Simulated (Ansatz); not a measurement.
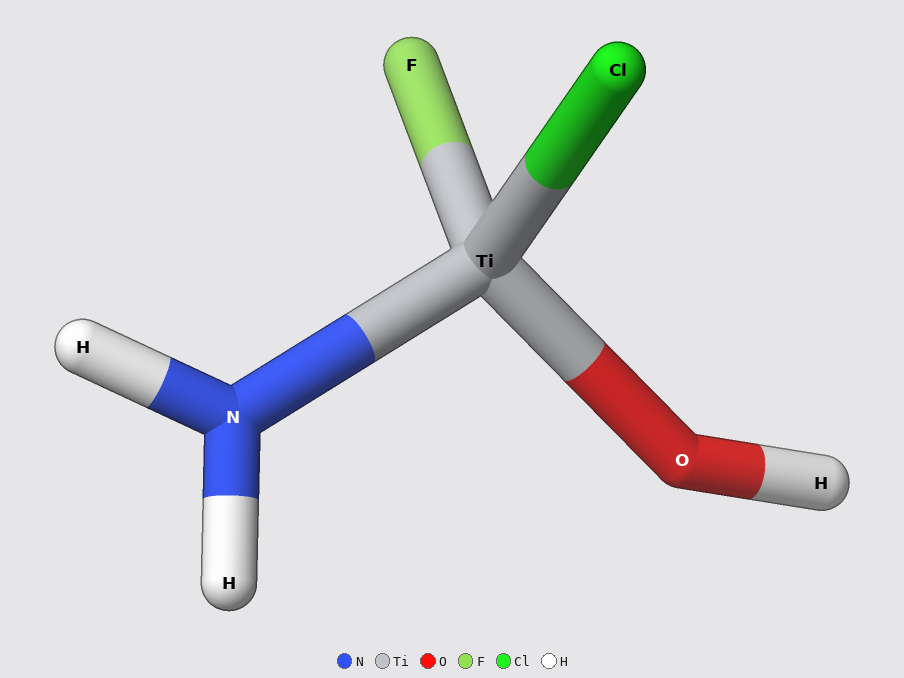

The structure as it stands in the input.

Input file:

```yaml
crystal:
  periodic: [false, false, false]
  atoms:
    - {symbol: N, position_ang: [-1.061816, 0.916497, 0.144941]}
    - {symbol: Ti, position_ang: [0.381359, -0.136813, -0.351148]}
    - {symbol: O, position_ang: [0.480878, -1.443069, 0.830923]}
    - {symbol: F, position_ang: [0.151973, -0.676501, -2.009812]}
    - {symbol: Cl, position_ang: [2.244928, 1.064923, -0.318094]}
    - {symbol: H, position_ang: [-1.517479, 0.869226, 1.045527]}
    - {symbol: H, position_ang: [-1.475347, 1.631980, -0.437423]}
    - {symbol: H, position_ang: [0.887704, -2.283445, 1.039385]}
basis:
  gaussian: {orbitals: aug-cc-pVDZ}
magnetization: {spin_polarized: true, initial_magnetization: 0}
hamiltonian: {xc: {name: r2SCAN50}, dispersion: d3bj}
output: {forces: true}
```

It was started with:

```sh
ansatz run in.yaml --threads 4 --pin off --events-out ev --progress --plain --max-ram 10444MiB
```

Output:

```
Warning: the engine holds no damping parameters fitted to this dispersion correction and functional, so the run takes those fitted to r2scan50 beside the three-body term, which d3bj leaves out (hamiltonian.dispersion, under Limitations)
Functional definition: r2SCAN50
  name "r2SCAN50"
  cite "Bursch, Neugebauer, Ehlert & Grimme, J. Chem. Phys. 156, 134105 (2022) doi:10.1063/5.0086040"
  cite "Furness, Kaplan, Ning, Perdew & Sun, J. Phys. Chem. Lett. 11, 8208 (2020) doi:10.1021/acs.jpclett.0c02405"
  cite "Furness, Kaplan, Ning, Perdew & Sun, J. Phys. Chem. Lett. 11, 9248 (2020) doi:10.1021/acs.jpclett.0c03077"
  parent r2scan
  parameter a = 0.5
  parameter k0 = 0.174
  parameter k1 = 0.065
  parameter a1 = 4.9479
  exchange = (1 - a)*r2scan_x(k0 = k0, k1 = k1, a1 = a1) + a*exact_x
  correlation = r2scan_c
1783 factors; integrals over basis functions are off by at most 7.2e-4 eV
mean field evaluation 1: about -41928.7656 eV, gradient 5.7e1 eV
mean field evaluation 2: about -41849.1606 eV, gradient 1.8e2 eV
mean field evaluation 4: about -41940.2930 eV, gradient 7.5e0 eV
mean field evaluation 8: about -41940.5401 eV, gradient 2.2e-1 eV
mean field evaluation 16: about -41940.5404 eV, gradient 2.8e-4 eV
mean field -41940.54035263 eV, -1541.2864296399 hartree, gradient 7.3e-5 eV, S^2 0.000000; 0 other end points of the search recorded, 0 dependent functions left out
the calculation of the forces begins
reference -41940.54038127 eV, -1541.2864306925 hartree; 33, 33 occupied and 149, 149 virtual orbitals, 1783 factors
Total energy: -41940.60687560 eV, -1541.2888743140 hartree
Atom 0 at    -1.061816     0.916497     0.144941 Å, force     0.178689    -0.140783    -0.067711 eV/Å
Atom 1 at     0.381359    -0.136813    -0.351148 Å, force    -0.284890    -0.013109     0.189065 eV/Å
Atom 2 at     0.480878    -1.443069     0.830923 Å, force     0.147987    -0.126669    -0.126062 eV/Å
Atom 3 at     0.151973    -0.676501    -2.009812 Å, force     0.034103     0.073915     0.245149 eV/Å
Atom 4 at     2.244928     1.064923    -0.318094 Å, force    -0.112201    -0.079700    -0.004988 eV/Å
Atom 5 at    -1.517479     0.869226     1.045527 Å, force     0.125420     0.001703    -0.210671 eV/Å
Atom 6 at    -1.475347     1.631980    -0.437423 Å, force     0.107560    -0.175314     0.131779 eV/Å
Atom 7 at     0.887704    -2.283445     1.039385 Å, force    -0.196666     0.459957    -0.156561 eV/Å
Dipole moment:    -0.423853    -0.189016     0.396592 e Å
```

The calculation finished and met its thresholds.
